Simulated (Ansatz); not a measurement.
CH$_{5}$OSi (SMILES C[SiH-]O) (charge −1)

Input file:

```
crystal:
  periodic: [false, false, false]
  atoms:
    - { symbol: C, position_ang: [-0.58103, 0.81958, -0.48634] }
    - { symbol: Si, position_ang: [0.8817, -0.39406, -0.27911] }
    - { symbol: O, position_ang: [0.05038, -1.67075, 0.58434] }
    - { symbol: H, position_ang: [-1.28534, 0.46186, -1.24265] }
    - { symbol: H, position_ang: [-0.19543, 1.78085, -0.84509] }
    - { symbol: H, position_ang: [-1.15965, 1.01514, 0.42558] }
    - { symbol: H, position_ang: [1.60407, 0.27355, 0.90613] }
    - { symbol: H, position_ang: [-0.88952, -1.52369, 0.54829] }
total_charge: -1
basis:
  gaussian: { orbitals: def2-SVP }
hamiltonian:
  xc: pbe
relax:
  f_tol: 0.015
  max_steps: 40
output:
  orbitals: {}
```

Command:

```sh
ansatz run input.yaml --threads 1 --pin off --max-ram 2048MiB --backend cpu --events-out ev --progress --plain --runs-dir out
```

The fields are those of the relaxed geometry.

The highest occupied orbital lies above zero, a sign that basis and functional describe the outermost electron poorly.

These are results of RKS PBE/def2-SVP in Ansatz, not measurements.

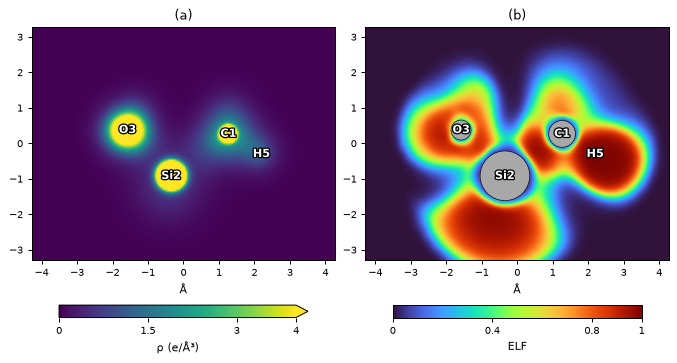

Figure 1. (a) electron density; (b) electron localisation function on the plane of atoms C1, Si2 and O3. Grey discs cover the atomic cores in the ELF map.

### Interpret the plot.

- The plane passes through C, Si, O and H nuclei.
- Si–O (1.79 Å): the density is about 0.83 e/Å³ at the midpoint; the ELF peaks at about 0.85 between the atoms; a polar covalent bond.
- C–Si (2.00 Å): ρ at the midpoint is about 0.76 e/Å³; the ELF peaks at about 0.95 between the atoms: a covalent bond.
- C–H (1.12 Å): ρ at the midpoint is about 1.7 e/Å³; the ELF climbs to about 1 towards the hydrogen, as it does in any bond to H; an ordinary covalent bond to hydrogen.
- The ELF also peaks beside Si2 and O3, away from the bonds: lone-pair regions.

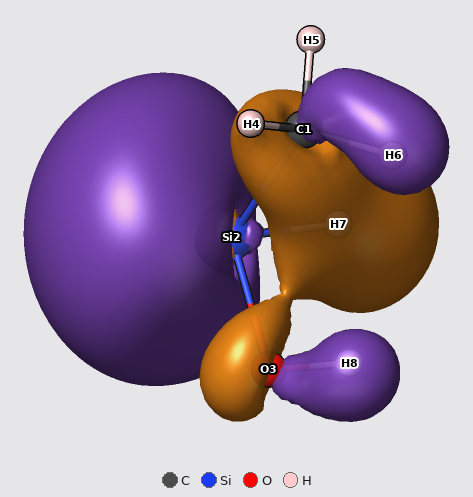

Figure 2. The HOMO at ±0.08 Å⁻³ᐟ² (orange and purple are the two phases), seen at an oblique angle.

### Describe this orbital and give its energy.

Its weight (Hirshfeld) is mainly on Si2 (about 75 %), H7 (about 10 %) and C1 (about 5 %). Its energy is 1.75 eV.

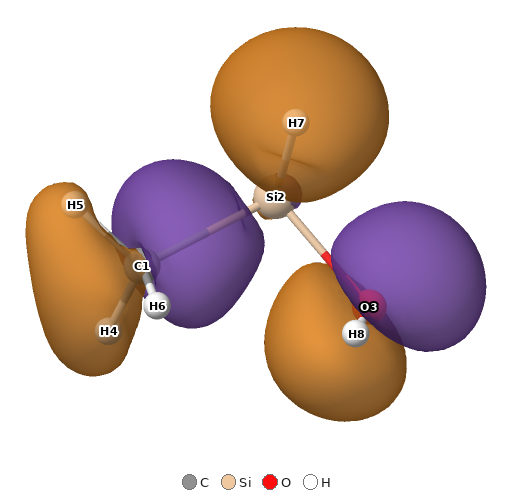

Figure 3. The HOMO−1 at ±0.08 Å⁻³ᐟ² (orange and purple are the two phases), seen across its widest extent.

### Where does this orbital lie, and at what energy?

By Hirshfeld shares it lies mainly on O3 (about 45 %), C1 (about 15 %), Si2 (about 15 %) and H7 (about 15 %). Its energy is −0.07 eV.
